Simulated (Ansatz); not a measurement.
# PbSe2 (model cell, started as rutile): a soft mode frozen in, part 2 of 3

Wanted: the energy along a soft mode of PbSe2 (model cell, started as rutile) and the structure at the end.

Ansatz 0.2.0; DFT PBEsol, scalar-relativistic, plane waves, PAW.

So far, highest frequency on the path or at a solved wavevector (cm⁻¹): step 2 (phonons on a q mesh) 173. Also lowest frequency on the path (cm⁻¹): step 2 -77.4.

The structure was built from a prototype and need not be the compound's stable phase.

## Step 3: The mode frozen in, largest atomic shift 0 Å

The mode followed lies at q = (-0.5, -0.5, 0) with frequency 77.3i cm⁻¹ and is 2-fold degenerate, the softest among the wavevectors solved. At small amplitude the distorted cell has space group no. 51 by a symmetry search on the positions. The undistorted cell that holds it gives the zero of energy on the same k mesh.

System of this step: PbSe2 (model cell, started as rutile). The structure is tetragonal, space group P4_2/mnm (No. 136). Conventional cell: a = 6.594 Å, b = 6.594 Å, c = 4.191 Å, α = 90.00°, β = 90.00°, γ = 90.00°. Pb has 6 Se at 2.79 to 2.82 Å nearest. Nearest to Se lie 3 Pb at 2.79 to 2.82 Å. Farther neighbours and most contacts between anions are not listed.

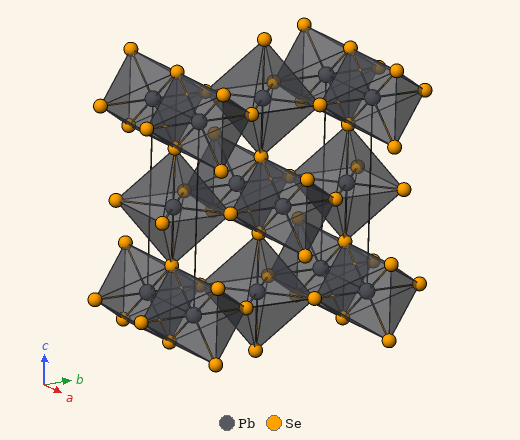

The cell of this step (lead dark grey, selenium orange). Some periodic images of atoms are drawn too.

File input.yaml:

```yaml
crystal:
  lattice:
    - [0.0, 0.0, -4.1905182995]
    - [-6.5939545271, -6.5939545271, 0.0]
    - [-6.5939545271, 6.5939545271, 0.0]
  atoms:
    - { symbol: Pb, position: [1.0, 0.5, 0.5] }
    - { symbol: Pb, position: [1.0, 1.0, 0.0] }
    - { symbol: Pb, position: [0.5, 0.0, 0.5] }
    - { symbol: Pb, position: [0.5, 0.5, 0.0] }
    - { symbol: Se, position: [0.0, 0.1971618681, 0.5] }
    - { symbol: Se, position: [0.0, 0.6971618681, 0.0] }
    - { symbol: Se, position: [1.0, 0.8028381319, 0.5] }
    - { symbol: Se, position: [1.0, 0.3028381319, 0.0] }
    - { symbol: Se, position: [0.5, 1.0, 0.1971618681] }
    - { symbol: Se, position: [0.5, 0.5, 0.6971618681] }
    - { symbol: Se, position: [0.5, 1.0, 0.8028381319] }
    - { symbol: Se, position: [0.5, 0.5, 0.3028381319] }
kpoints:
  mp_grid: { grid: [8, 4, 4] }
hamiltonian:
  xc: pbesol
scf:
  occupations: { method: methfessel_paxton, width: 0.2 }
output:
  forces: true
  stress: true
  eigenvalues: true
```

Run with:

```sh
$ ansatz run input.yaml --threads 8 --pin off --max-ram 14336MiB --backend cpu --events-out ev --progress --plain --runs-dir out
```

Numbers of over 12 decimals in the logs are rounded to 6 here.

What it wrote:

```text
[...]
Crystal: 12 atoms, lattice volume = 364.409 Å³
Basis set: ecut = 420 eV, 7055 PW (Γ), exchange–correlation on 60×128×128 points (8 copies of the dense FFT grid, shifted against one another)
Bands: 111, of which v1, the nominal top of the filled ones, is band 92 counted from 1 (91 counted from 0)
Symmetry: 32 space group operations
[...]
k-points: 30 of 128
[...]
k-point 0: bands = [... 88 lower, 5.8040, 5.8040, 6.2809, 6.2809, 6.6663, 6.6663, 6.9043, 7.3236, ... 15 higher]
  k-point 1: bands = [... 88 lower, 5.8941, 5.9830, 6.2264, 6.2856, 6.5249, 6.7132, 6.7593, 7.2363, ... 15 higher]
  k-point 2: bands = [... 88 lower, 6.0777, 6.0777, 6.3100, 6.3100, 6.3341, 6.3341, 6.9953, 6.9953, ... 15 higher]
  k-point 29: bands = [... 88 lower, 6.1277, 6.1277, 6.1277, 6.1277, 7.4989, 7.4989, 7.4989, 7.4989, ... 15 higher]
[key lines of the parts left out:]
SCF converged after 6 iterations
Free energy (F): -90411.656322 eV
Fermi energy:    6.412065 eV
P = ⅓ Tr σ = 0.0043 GPa (0.043 kbar)
```

Elapsed: 15 s, on 8 threads of Arm Neoverse N1, shared host; peak memory 2.2 GiB.

This step gave:

```yaml
pressure: 0.004306 GPa
energy_from_the_undistorted_cell: 0 meV/atom
```

The run ends at a pressure of 0.00 GPa, with forces up to 0.0042 eV/Å.

## Step 4: The mode frozen in, largest atomic shift 0.6 Å

The atoms are moved along the unstable eigenvector, the largest shift by 0.6 Å, with the cell fixed.

File input.yaml:

```yaml
crystal:
  lattice:
    - [0.0, 0.0, -4.1905182995]
    - [-6.5939545271, -6.5939545271, 0.0]
    - [-6.5939545271, 6.5939545271, 0.0]
  atoms:
    - { symbol: Pb, position: [1.0, 0.5196038837, 0.5] }
    - { symbol: Pb, position: [1.0, 0.9803961163, 0.0] }
    - { symbol: Pb, position: [0.5, -0.003772119, 0.5] }
    - { symbol: Pb, position: [0.5, 0.503772119, 0.0] }
    - { symbol: Se, position: [0.0, 0.1983307637, 0.5] }
    - { symbol: Se, position: [0.0, 0.6959929725, 0.0] }
    - { symbol: Se, position: [1.0, 0.8040070275, 0.5] }
    - { symbol: Se, position: [1.0, 0.3016692363, 0.0] }
    - { symbol: Se, position: [0.5, 1.0643413701, 0.1971618681] }
    - { symbol: Se, position: [0.5, 0.4356586299, 0.6971618681] }
    - { symbol: Se, position: [0.5, 1.0643413701, 0.8028381319] }
    - { symbol: Se, position: [0.5, 0.4356586299, 0.3028381319] }
kpoints:
  mp_grid: { grid: [8, 4, 4] }
hamiltonian:
  xc: pbesol
scf:
  occupations: { method: methfessel_paxton, width: 0.2 }
output:
  forces: true
  stress: true
  eigenvalues: true
```

What it wrote:

```text
[...]
Crystal: 12 atoms, lattice volume = 364.409 Å³
Basis set: ecut = 420 eV, 7055 PW (Γ), exchange–correlation on 60×128×128 points (8 copies of the dense FFT grid, shifted against one another)
Bands: 111, of which v1, the nominal top of the filled ones, is band 92 counted from 1 (91 counted from 0)
Symmetry: 8 space group operations
[...]
k-points: 45 of 128
[...]
k-point 0: bands = [... 88 lower, 5.9021, 5.9113, 6.0370, 6.3963, 6.4907, 6.6888, 7.1977, 7.3452, ... 15 higher]
  k-point 1: bands = [... 88 lower, 5.9414, 5.9892, 6.1738, 6.2042, 6.7936, 6.8084, 7.2478, 7.3500, ... 15 higher]
  k-point 2: bands = [... 88 lower, 6.0439, 6.0439, 6.1718, 6.1718, 7.0068, 7.0068, 7.3078, 7.3078, ... 15 higher]
  k-point 44: bands = [... 88 lower, 6.2275, 6.2275, 6.2799, 6.2799, 7.2009, 7.2009, 7.3731, 7.3731, ... 15 higher]
[key lines of the parts left out:]
SCF converged after 7 iterations
Free energy (F): -90412.086351 eV
Fermi energy:    6.584501 eV
P = ⅓ Tr σ = -0.6028 GPa (-6.028 kbar)
```

The job ended after 22 s (8 threads; peak memory 2.6 GiB; 2.8 min of CPU time).

Numbers from this step:

```
pressure                         : -0.6028 GPa
energy from the undistorted cell : -36.12 meV/atom
```

The energy, extrapolated to zero smearing, is -36.12 meV/atom against the undistorted cell.

The run ends at a pressure of -0.60 GPa, with forces up to 0.54 eV/Å.

## Step 5: Energy along the mode, all amplitudes (two of the runs are shown above)

An imaginary frequency means negative curvature, so the energy should fall and then rise again as anharmonic terms take over.

Numbers from this step:

```yaml
depth_at_the_lowest_point_sampled: 36.12 meV/atom
largest_atomic_shift_at_that_point: 0.6 Å
```

The energy from the parent by largest atomic shift:

```
largest atomic shift (Å)  energy from the parent (meV/atom)
                   0.000                                  0
                   0.040                             -0.543
                   0.080                              -2.13
                   0.140                              -6.19
                   0.220                              -13.7
                   0.320                              -24.2
                   0.450                              -34.7
                   0.600                              -36.1
```

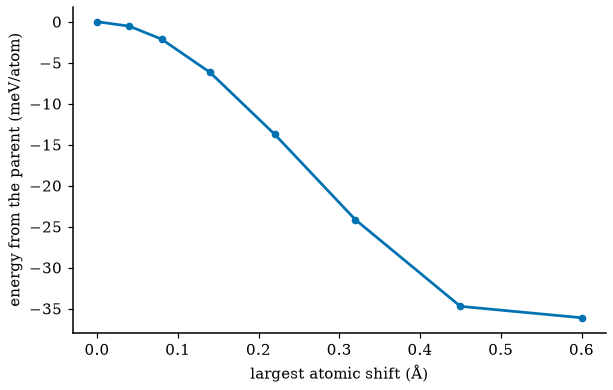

Energy from the parent against largest atomic shift.

Displacement at unit largest shift by atom:

```
atom   x (Å)   y (Å)  z (Å)   size
 Pb1  -0.215  -0.215  0.000  0.304
 Pb2   0.215   0.215  0.000  0.304
 Pb3   0.041   0.041  0.000  0.058
 Pb4  -0.041  -0.041  0.000  0.058
 Se5  -0.013  -0.013  0.000  0.018
 Se6   0.013   0.013  0.000  0.018
 Se7  -0.013  -0.013  0.000  0.018
 Se8   0.013   0.013  0.000  0.018
 Se9  -0.707  -0.707  0.000  1.000
Se10   0.707   0.707  0.000  1.000
Se11  -0.707  -0.707  0.000  1.000
Se12   0.707   0.707  0.000  1.000
```

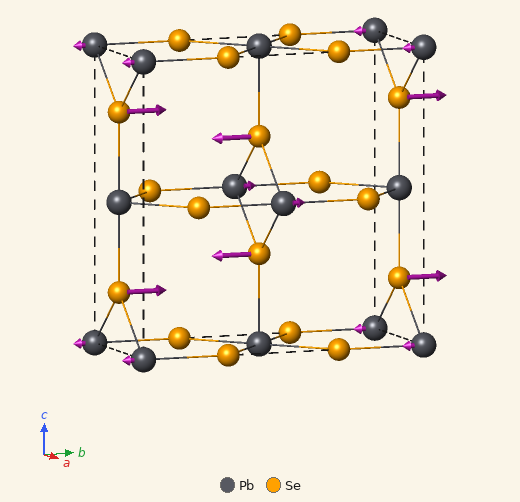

Displacement at unit largest shift as arrows, the longest 1.000 Å. Some periodic images of atoms are drawn too.

The lowest of the steps tried is the last one, at 0.6 Å, 36.1 meV/atom below the parent; the bottom of the well need not coincide with a step.

(Continued in part 3 of 3.)

[Logs are printed without paths, hosts, clocks, repeated set-up lines and the standing remarks that a program may print on its own settings, such as how far it seeks lower states.]

[Hosts, paths, dates, database ids (printed as entryN), source tags and the programs' standing remarks are cut or masked in the printed files.]
